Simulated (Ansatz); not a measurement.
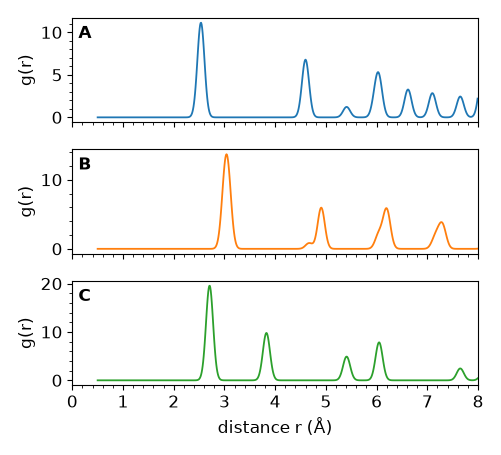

Calculated partial radial distribution functions of YbVAs2, each distance broadened by a Gaussian of σ = 0.07 Å. Structure used: coordinates from a relaxation with Ansatz 0.2.0, DFT, PAW plane waves, pbe+U; the starting structure was generated, so it need not be a known form of this composition.

```
V Yb As
1.0
     3.82673    0.00000    0.00000
     0.00000    3.82673    0.00000
     0.00000    0.00000   10.81444
V Yb As
2 2 4
Direct
  0.00000 0.00000 0.50000
  0.50000 0.50000 0.50000
  0.50000 0.00000 0.22320
  0.00000 0.50000 0.77680
  0.00000 0.00000 0.00000
  0.50000 0.50000 0.00000
  0.00000 0.50000 0.34495
  0.50000 0.00000 0.65505
```

Assign each lettered curve to its atom pair.

Answer. panel A is V–As (first distance 2.54 Å); panel B is Yb–As (first distance 3.01 Å); panel C is V–V (first distance 2.71 Å).

Give the first two coordination shells of each pair (distances closer than 0.12 Å counted as one shell; neighbours averaged over all atoms of the first element).

Answer.
```json
{"pair": "V–As", "first shell (Å)": "2.54", "neighbours in it": "4 As per V", "second shell (Å)": "4.60", "neighbours in the second": "8"}
{"pair": "Yb–As", "first shell (Å)": "3.01–3.08", "neighbours in it": "8 As per Yb", "second shell (Å)": "4.67", "neighbours in the second": "1"}
{"pair": "V–V", "first shell (Å)": "2.71", "neighbours in it": "4 V per V", "second shell (Å)": "3.83", "neighbours in the second": "4"}
```
